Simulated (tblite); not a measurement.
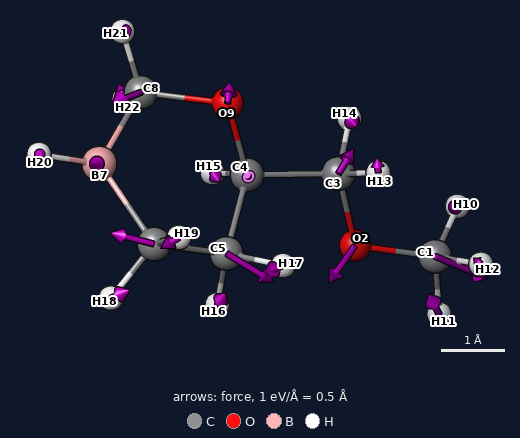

Starting geometry of C$_{6}$H$_{13}$BO$_{2}$ with the computed forces as purple arrows. The picture is a ball-and-stick view, seen at a tilt.

All numbers below come from tblite, GFN2-xTB geometry optimisation, gas phase. 

Is this structure relaxed? If not, where do the atoms go?

Answer. It isn't relaxed: the largest force vector, on a C atom, is 2.40 eV/Å. The final displacements have little in common with the starting forces (cosine between the two patterns 0.14). The atom that moves furthest after the best rigid fit is an H atom (1.07 Å). Largest moves by element: H 1.07 Å, C 0.44 Å, O 0.32 Å, B 0.04 Å. Near-neighbour distances that change, for instance: C–H 1.132 → 1.088 Å, C–C 1.491 → 1.533 Å, C–O 1.364 → 1.404 Å, C–O 1.387 → 1.412 Å. Bond angles that change, for instance: B–C–O 105.6° → 117.5°, C–O–C 105.7° → 113.6°, H–C–H 111.8° → 104.9°. Groups turn about C–C by about 55°, C–O by about 35°, C–C by about 35°. The energy falls by 72.0 kJ/mol in 128 geometry steps.
